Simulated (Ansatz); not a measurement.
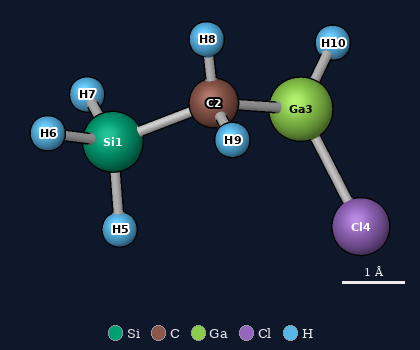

**Figure 1.** The input geometry (ball-and-stick view, seen at a tilt; atoms are numbered from 1 in the order of the input). Sticks mark near contacts. Bond lengths as drawn: Cl–Ga 2.16 Å, C–Ga 1.95 Å, C–H 1.09 Å, C–Si 1.87 Å, Ga–H 1.56 Å and H–Si 1.49 Å.

## Run report: CH6ClGaSi, single-point calculation

CH6ClGaSi, computed with RKS PBE0-D4/def2-TZVPP (Ansatz 0.2.0).

The geometry comes from this level: PBE0-D4/def2-TZVP.

## The input
```yaml
crystal:
  periodic: [false, false, false]
  atoms:
    - {symbol: Si, position_ang: [-0.963083, 1.055697, 0.349975]}
    - {symbol: C, position_ang: [0.332087, -0.247927, 0.706320]}
    - {symbol: Ga, position_ang: [1.137666, -0.996525, -0.905500]}
    - {symbol: Cl, position_ang: [0.019541, -2.598399, -1.818147]}
    - {symbol: H, position_ang: [-2.077828, 0.470926, -0.440126]}
    - {symbol: H, position_ang: [-1.515071, 1.629702, 1.606263]}
    - {symbol: H, position_ang: [-0.363994, 2.164352, -0.443774]}
    - {symbol: H, position_ang: [1.117705, 0.190777, 1.328488]}
    - {symbol: H, position_ang: [-0.138818, -1.065966, 1.259146]}
    - {symbol: H, position_ang: [2.451795, -0.602636, -1.642636]}
basis:
  gaussian: {orbitals: def2-TZVPP}
hamiltonian: {xc: pbe0, dispersion: d4}
output: {orbitals: {seedname: orbitals}}
```

Run as:
```bash
ansatz run in.yaml --threads 2 --pin off --events-out ev --progress --plain --max-ram 4352MiB
```

## The program's output
```
Functional definition: PBE0
  name "PBE0"
  cite "Adamo & Barone, J. Chem. Phys. 110, 6158 (1999) doi:10.1063/1.478522"
  cite "Perdew, Burke & Ernzerhof, Phys. Rev. Lett. 77, 3865 (1996) doi:10.1103/PhysRevLett.77.3865"
  parent pbe
  parameter a = 0.25
  parameter kappa = 0.804
  parameter beta = 0.06672455060314922
  exchange = (1 - a)*pbe_x(kappa = kappa, mu = beta*pi^2/3) + a*exact_x
  correlation = pbe_c(beta = beta)
1563 factors; their error is unknown
mean field evaluation 1: about -73893.1569 eV, gradient 5.7e1 eV
mean field evaluation 2: about -73887.0730 eV, gradient 7.3e1 eV
mean field evaluation 4: about -73899.7509 eV, gradient 2.6e0 eV
mean field evaluation 8: about -73899.7622 eV, gradient 3.2e-2 eV
mean field evaluation 16: about -73899.9943 eV, gradient 3.3e-5 eV
mean field -73899.99426888 eV, -2715.7746981660 hartree, gradient 3.3e-5 eV, S^2 0.000000; 0 other end points of the search recorded, 0 dependent functions left out
reference -73899.99430441 eV, -2715.7746994718 hartree; 37, 37 occupied and 210, 210 virtual orbitals, 1563 factors
Total energy: -73900.20545845 eV, -2715.7824592398 hartree
```

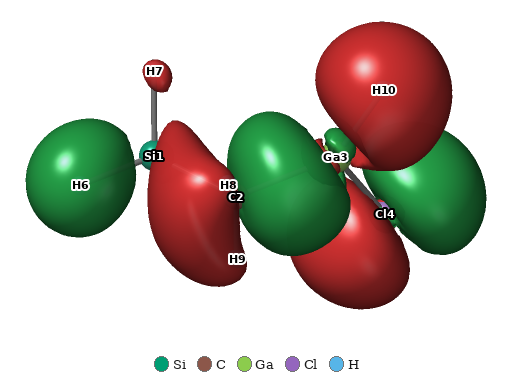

**Figure 2.** One frontier orbital at ±0.06 Å⁻³ᐟ² (green and red are the two phases), seen from the side. The HOMO, at −8.15 eV. By Hirshfeld shares it lies mainly on Cl4 (35 %), C2 (20 %), Ga3 (15 %) and H10 (10 %).

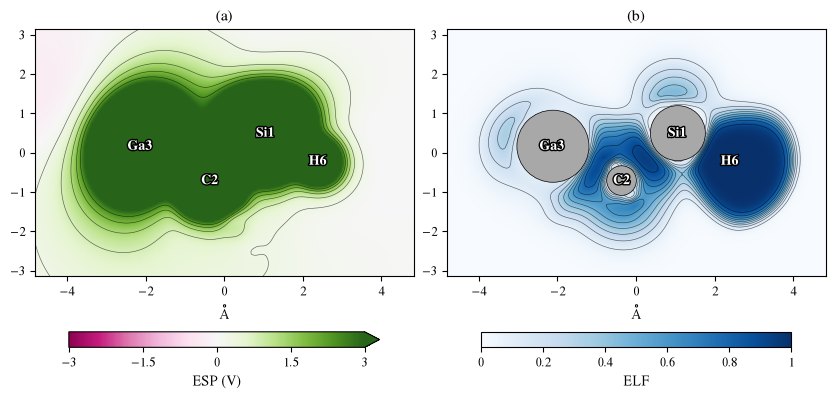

**Figure 3.** (a) molecular electrostatic potential; (b) ELF on the plane of atoms Si1, C2 and Ga3. Grey discs, where drawn, cover atomic cores. C–Si (1.87 Å): the ELF peaks at about 0.95 between the atoms, which marks localised, shared-pair bonding. C–Ga (1.95 Å): the ELF peaks at about 0.90 in the valence shell of C, 0.7 Å from its nucleus, and is about 0.50 at the midpoint. Si–H (1.49 Å): the ELF climbs to about 1 towards the hydrogen, as it does in any bond to H. The potential has no marked negative region in this plane.

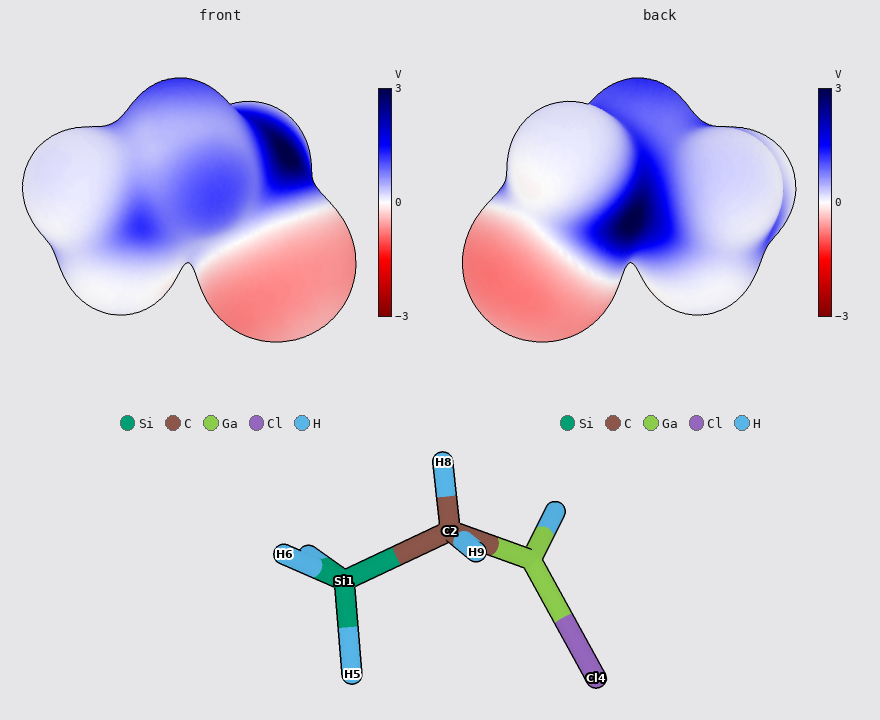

**Figure 4.** The electrostatic potential painted on the density surface at 0.002 e/bohr³, seen at a tilt and from behind; red is negative and blue positive. The bare structure is drawn below in the same view. A positive charge is drawn to the negative regions and a negative charge to the positive ones.

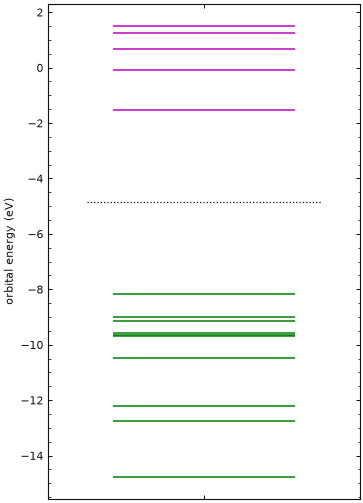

**Figure 5.** Orbital energies near the frontier; the dotted line parts filled from empty levels, and levels within 0.02 eV of each other stand side by side. Highest filled −8.15 eV, lowest empty −1.52 eV, 6.63 eV apart.

## Summary

- outcome: converged
- total energy: −73900.2055 eV
- mean-field energy: −73899.9943 eV
- dispersion energy: −0.2112 eV
- SCF solution under orbital rotations: stable
- HOMO: −8.15 eV
- LUMO: −1.52 eV
- hardware: 2 threads of INTEL XEON PLATINUM @ 2.30GHz, 23 GiB of memory available, shared host
- wall time: 4.2 s (CPU time 8 s)
- peak memory: 0.76 GiB
